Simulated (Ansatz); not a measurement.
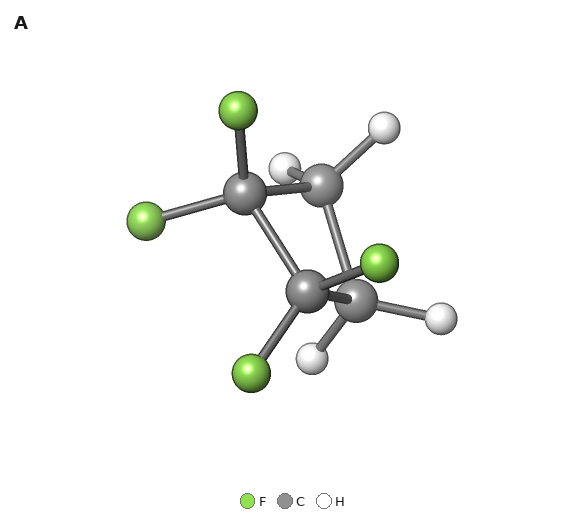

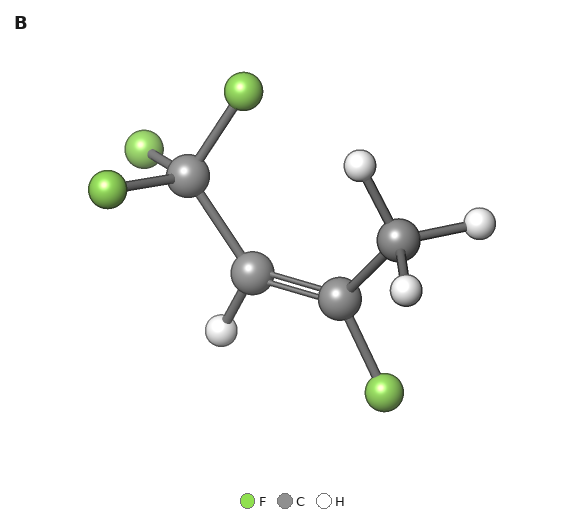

2 stationary structures of one formula. Geometries: PBE-D4/def2-SVP. Electronic energies: PBE-D4/def2-SVP (Ansatz 0.2.0), without zero-point energy. No frequency run is at hand to confirm each as a minimum.

### Which is lowest in energy, and by how much?

B is lowest; A lies 8.3 kcal/mol above it. A is `FC1(F)CCC1(F)F`, B is `C/C(F)=C\C(F)(F)F`.
